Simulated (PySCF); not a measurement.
SMILES c1nccc(Cc2sccc2)c1 at its GFN2-xTB optimised geometry (Å):

```
21

C     -3.0131    -0.2071    -3.6417
C     -2.8650     1.1379    -3.7121
S     -2.3628     1.8098    -2.2110
C     -2.3586     0.2428    -1.4679
C     -1.9288     0.0773    -0.0457
C     -0.4240     0.0089     0.0037
C      0.2438    -1.2091     0.0000
C      1.6296    -1.2091     0.0000
N      2.3588    -0.1072     0.0000
C      1.7237     1.0523    -0.0010
C      0.3433     1.1677    -0.0008
C     -2.7186    -0.7201    -2.3572
H     -3.3222    -0.8179    -4.4710
H     -3.0187     1.7869    -4.5510
H     -2.3588    -0.8426     0.3552
H     -2.2792     0.9242     0.5476
H     -0.3052    -2.1388    -0.0013
H      2.1860    -2.1375    -0.0004
H      2.3558     1.9307    -0.0015
H     -0.1286     2.1388    -0.0074
H     -2.7809    -1.7641    -2.1063
```

Computed with PySCF with PBE0/def2-SVP.

Map of the electron localisation function on the plane z = 1.0 Å:

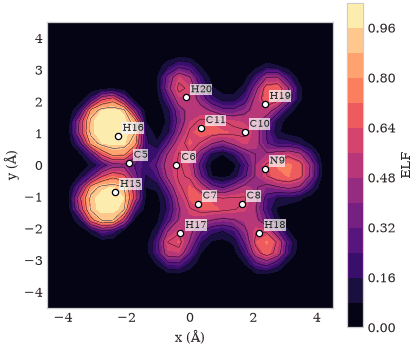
Fig. 1. Electron localisation function on the plane z = 1.0 Å.
